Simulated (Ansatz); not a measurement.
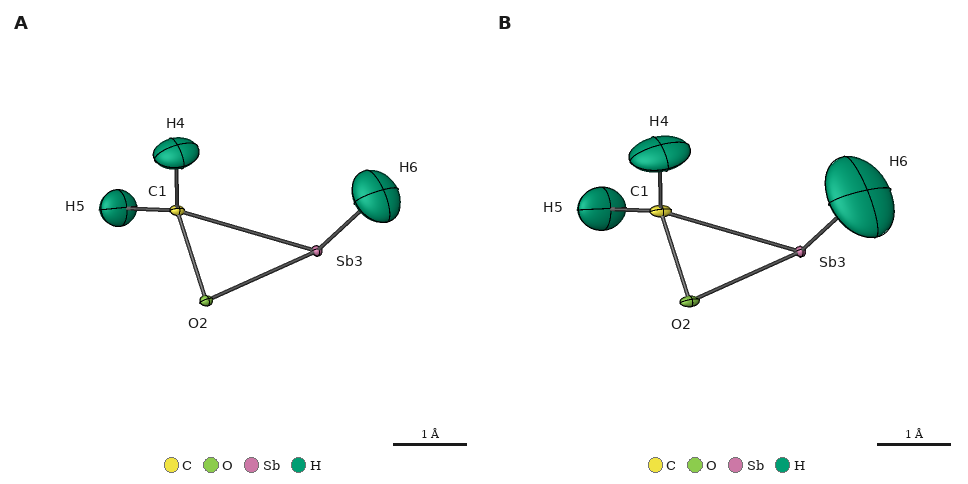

Displacement ellipsoids at the 50 % level, scaled by 1.5, from the internal vibrations of the free molecule (harmonic, no overall translation or rotation; no half-axis is drawn under 0.075 Å). Vibrations computed with RKS PBE0-D4/def2-TZVP, core potentials on Sb (Ansatz 0.2.0). One panel is for 200 K, the other for 900 K.

Question: Which panel is for 900 K?

Answer: B.

Question: How much does the mean-square displacement of C1 grow, and why?

Answer: U_eq goes from 0.0012 to 0.0024 Å², a factor of 2.1. Modes below kT (626 cm⁻¹ at 900 K) grow about in proportion to T, and the lowest lies at 446 cm⁻¹; the mean-square amplitude of a mode is its zero-point value times coth(ħω/2kT), which comes close to 1 only above about 3kT.
